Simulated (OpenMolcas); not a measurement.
SiH₂Br₂: geometry relaxation (part 4 of 4)

The same run, continued: SiH₂Br₂; HF/aug-pcseg-1, RHF (OpenMolcas 26.06). The geometry comes from this level: PBE0-D4/def2-TZVP.

Geometry of the input (Å):
```
Br -1.6727  -1.2393  0.3623
Si 0.1582  -0.0463  0.0547
Br -0.2956  1.8142  -1.0420
H  1.1034  -0.8432  -0.7517
H  0.7066  0.3146  1.3767
```

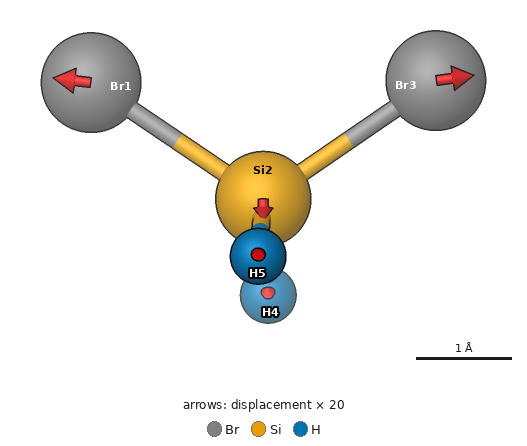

Fig. 1: The starting structure with the displacements as red arrows, magnified 20 times (ball-and-stick view, seen at a tilt). The two geometries are laid on each other by the best rigid fit. After 5 geometry steps the energy has fallen by 1.39 kJ/mol. The largest force component goes from 0.7 to 0.0012 eV/Å. The largest moves after the best rigid fit, 0.021 Å, are those of Br1 and Br3. Largest moves by element: Br 0.021 Å, Si 0.012 Å, H 0.007 Å. Among the contacts that change: Br1–Si2 2.207 → 2.232 Å, Si2–H4 1.476 → 1.463 Å. (Atoms are counted from 1 in the order of the input.)

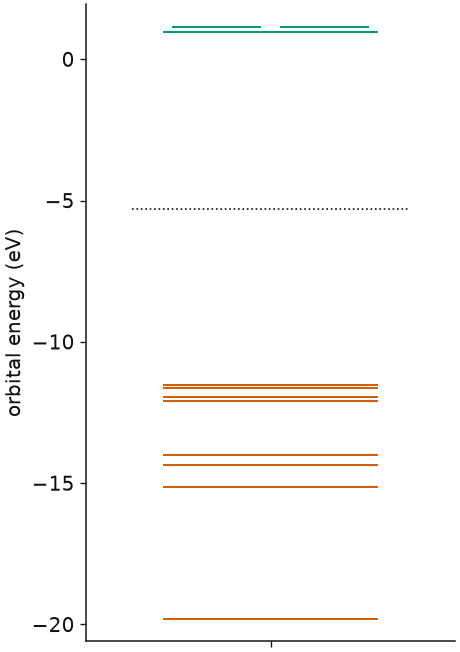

Fig. 2: Orbital energies near the frontier; the dotted line parts filled from empty levels, and levels within 0.02 eV of each other stand side by side. Highest filled −11.54 eV, lowest empty 0.95 eV, 12.49 eV apart.

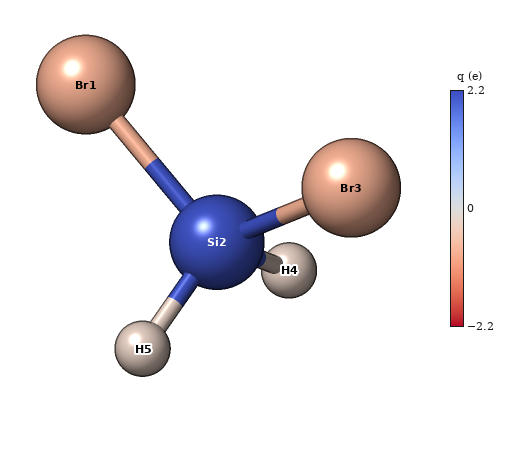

Fig. 3: Mulliken charges, as the colour of each atom (ball-and-stick view, seen at a tilt; atoms are numbered from 1 in the order of the input). By element: Br −0.80, Si +2.10 and H −0.25 e.

Summary

```csv
quantity,value
outcome,converged
total energy,−5434.345613 hartree
basis functions,117
HOMO,−11.54 eV
LUMO,0.95 eV
dipole moment,1.57 debye
wall time,2.8 min
peak memory,0.73 GiB
```
